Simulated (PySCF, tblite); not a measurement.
# C₅H₅NO₂Si: geometry, infrared bands and NMR shifts

What infrared bands and NMR shifts should C₅H₅NO₂Si (`c1cc2c(cn1)O[SiH2]O2`) show?

Programs: tblite 0.8.0 and PySCF 2.14.0, with density-fitted response routines of our own. Each step states its level of theory. These are calculated values for one molecule in the gas phase, unless marked as measured. Atoms count from 0, in the outputs and in this text.

## Step 1: The starting structure

14 atoms, charge 0, multiplicity 1; geometry from: force field or distance geometry start.

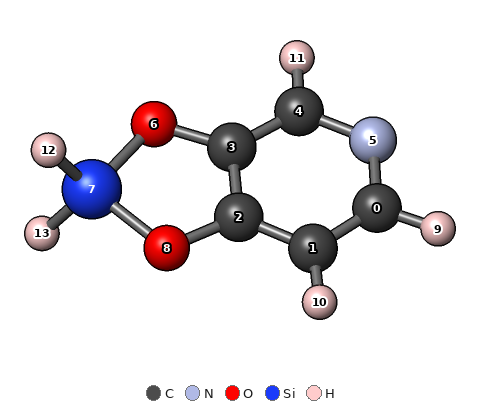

As it starts; carbon dark grey, nitrogen light blue, oxygen red, silicon blue, hydrogen pink, atoms numbered; sticks join atoms by distance.

## Step 2: Geometry optimisation with GFN2-xTB

The job: settings as JSON, then the geometry in Å.

```
{"job": {"kind": "relax", "xc": "GFN2-xTB", "basis": "xTB"}, "charge": 0, "multiplicity": 1}
C     -2.251300    -0.353400    -0.290800
C     -1.158900    -1.158400    -0.503000
C      0.069900    -0.594100    -0.200500
C      0.156600     0.735800     0.256300
C     -0.988400     1.457300     0.444100
N     -2.213500     0.935400     0.161500
O      1.450600     1.142400     0.499600
Si     2.521900    -0.128900     0.140200
O      1.292800    -1.217000    -0.331000
H     -3.267000    -0.719900    -0.487900
H     -1.247100    -2.179200    -0.856600
H     -0.975600     2.477900     0.797200
H      3.386600     0.215100    -1.000000
H      3.222800    -0.613600     1.348800
```

Run with:

```sh
> OMP_NUM_THREADS=1 python probes_run.py task.json out
```

This one command runs all jobs of the session in turn.

**Question.** This job is followed by: GFN2-xTB harmonic vibrations, gas phase; GIAO PBE0/pcSseg-1 NMR shielding, non-relativistic, gas phase. What will the session give for the following? strongest single infrared mode (GFN2-xTB); zero-point energy (GFN2-xTB); ¹³C shifts against TMS (PBE0/pcSseg-1); ¹H shifts against TMS (PBE0/pcSseg-1, means over atoms taken as alike); ¹⁵N shifts against NH3 (PBE0/pcSseg-1); ¹⁷O shifts against H2O (PBE0/pcSseg-1); ²⁹Si shifts against TMS (PBE0/pcSseg-1); surface potential, least and greatest.

The runs gave:

| quantity | value |
| --- | --- |
| strongest single infrared mode (GFN2-xTB) | 2364 cm⁻¹, 394 km/mol |
| zero-point energy (GFN2-xTB) | 57.1 kcal/mol |
| ¹³C shifts against TMS (PBE0/pcSseg-1) | 161.0, 151.3, 148.8, 139.9, 113.6 ppm |
| ¹H shifts against TMS (PBE0/pcSseg-1, means over atoms taken as alike) | 8.72, 8.52, 7.16, 5.63 ppm |
| ¹⁵N shifts against NH3 (PBE0/pcSseg-1) | 342.3 ppm |
| ¹⁷O shifts against H2O (PBE0/pcSseg-1) | 117.8, 98.3 ppm |
| ²⁹Si shifts against TMS (PBE0/pcSseg-1) | 0.2 ppm |
| surface potential, least and greatest | -1.78 V and 2.32 V |

In words: Relaxing lowered the energy by 0.201 eV in 17 steps; the close pair that moved most is C0–N5, from 1.366 to 1.317 Å. No mode is imaginary among the 36: a minimum at this level. The strongest single mode, at 2364 cm⁻¹, moves mainly H13 and H12. Unscaled tight-binding wavenumbers are off by several per cent, some by more. Its intensities can rank the bands wrongly. At PBE0/pcSseg-1: The largest span, 682 ppm, is at N5, where the paramagnetic term is -406 ppm. NICS(1)zz of -26 ppm above the planar ring from C0 marks a diatropic (aromatic) ring current. At PBE0/pcSseg-1, counted by nearest atom on the grid, the HOMO lies on C3 22 %; O6 17 %, the LUMO on C2, C4 about 21 % each; C1 17 %.
